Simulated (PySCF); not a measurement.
Potential energy curve for GeSe, singlet.

- UKS-BLYP = PySCF with unrestricted BLYP/cc-pVDZ
- RKS-BHandHLYP = restricted BHandHLYP/cc-pVDZ in PySCF
- RKS-BLYP = restricted BLYP/cc-pVDZ in PySCF

Magnitude of the dipole moment (D; its direction can reverse along the curve, and a method can change to another solution) and Mulliken charge of the fragment that holds Ge1:

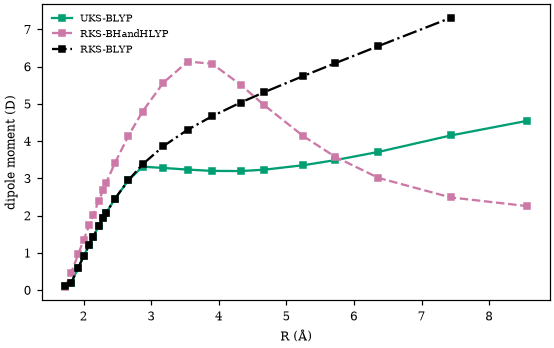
*Dipole moment against bond length.*

| R / Å | μ UKS-BLYP | q UKS-BLYP | μ RKS-BHandHLYP | q RKS-BHandHLYP | μ RKS-BLYP | q RKS-BLYP |
|---|---|---|---|---|---|---|
| 1.73 | 0.12 | 0.00 | 0.08 | 0.07 | 0.12 | 0.00 |
| 1.81 | 0.18 | 0.03 | 0.45 | 0.10 | 0.18 | 0.03 |
| 1.92 | 0.61 | 0.07 | 0.97 | 0.15 | 0.61 | 0.07 |
| 2.00 | 0.91 | 0.10 | 1.35 | 0.19 | 0.91 | 0.10 |
| 2.08 | 1.21 | 0.13 | 1.74 | 0.22 | 1.21 | 0.13 |
| 2.14 | 1.43 | 0.16 | 2.02 | 0.24 | 1.43 | 0.16 |
| 2.22 | 1.71 | 0.18 | 2.39 | 0.27 | 1.71 | 0.18 |
| 2.29 | 1.94 | 0.20 | 2.70 | 0.29 | 1.94 | 0.20 |
| 2.33 | 2.07 | 0.21 | 2.87 | 0.30 | 2.07 | 0.21 |
| 2.46 | 2.45 | 0.23 | 3.41 | 0.33 | 2.45 | 0.23 |
| 2.66 | 2.95 | 0.24 | 4.14 | 0.35 | 2.95 | 0.24 |
| 2.87 | 3.31 | 0.25 | 4.79 | 0.36 | 3.38 | 0.25 |
| 3.18 | 3.28 | 0.21 | 5.57 | 0.35 | 3.87 | 0.25 |
| 3.54 | 3.24 | 0.18 | 6.14 | 0.34 | 4.31 | 0.24 |
| 3.90 | 3.20 | 0.16 | 6.08 | 0.31 | 4.67 | 0.23 |
| 4.32 | 3.20 | 0.15 | 5.52 | 0.25 | 5.03 | 0.23 |
| 4.67 | 3.23 | 0.14 | 4.97 | 0.21 | 5.31 | 0.23 |
| 5.25 | 3.35 | 0.13 | 4.13 | 0.16 | 5.75 | 0.23 |
| 5.72 | 3.49 | 0.13 | 3.58 | 0.13 | 6.09 | 0.22 |
| 6.36 | 3.71 | 0.12 | 3.01 | 0.10 | 6.55 | 0.22 |
| 7.43 | 4.15 | 0.12 | 2.49 | 0.07 | 7.31 | 0.21 |
| 8.56 | 4.54 | 0.11 | 2.26 | 0.05 | — | — |

A dash means that the run gave no value there, or that the column was ended at a point which the program doubted or which failed a test of continuity chosen for this set; such a test can also cut sound points.

The unrestricted solution behind UKS-BLYP changes between 3.18 and 3.54 Å, which can leave a kink. The unrestricted determinant behind UKS-BLYP is spin-contaminated at 2.87 to 8.56 Å (<S²> up to 1.9, against 0.00 for a pure singlet). At the longest distance UKS-BLYP leaves fractional charges on the fragments, a sign of delocalisation error or of the restricted form. The restricted form behind RKS-BHandHLYP, RKS-BLYP keeps the bonding electrons paired and can't separate into open-shell fragments.
